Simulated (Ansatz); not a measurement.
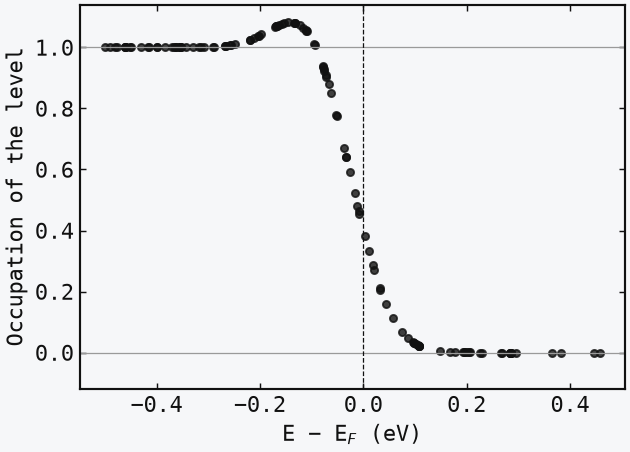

Occupations of the one-electron levels of the k mesh against their energy, from a run on Pd, space group Fm-3m (No. 225), 1 atom in the cell, with Ansatz.

Which smearing scheme was used (Fermi-Dirac, Gaussian, Methfessel-Paxton or cold), and about what width?

Answer. cold (Marzari-Vanderbilt) smearing with a width of 0.1 eV. The occupations overshoot 1 below the Fermi level (up to 1.08) but never turn negative, and they are not symmetric about it.
